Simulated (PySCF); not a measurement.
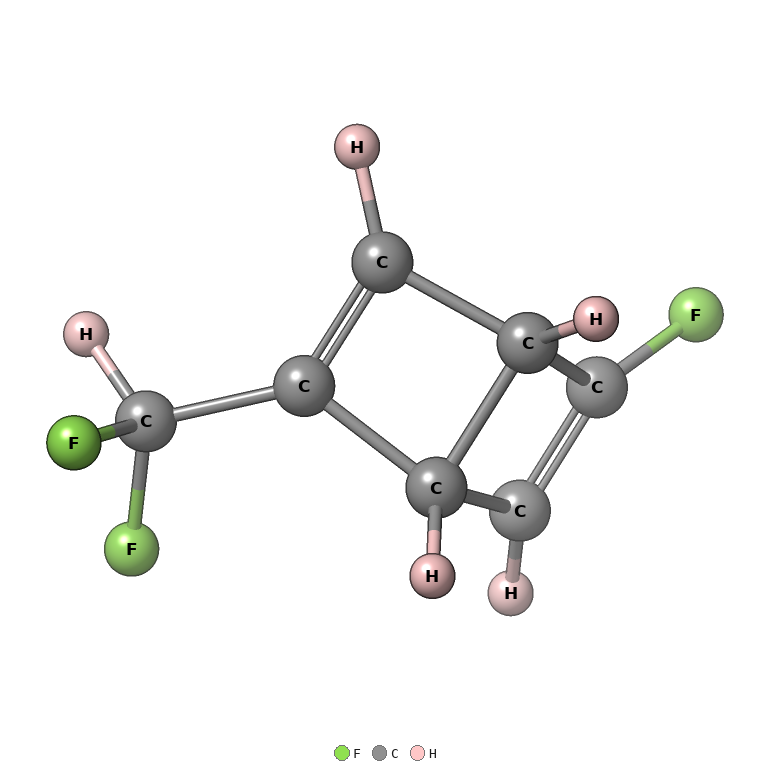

Orthographic view. Atoms fade into the background with distance from the viewer. Geometry: an image of a reaction path computed with GFN2-xTB, not a minimum.

> Write the InChI string.

InChI=1S/C7H5F3/c8-6-2-3-4(6)1-5(3)7(9)10/h1-4,7H/t3-,4-/m0/s1
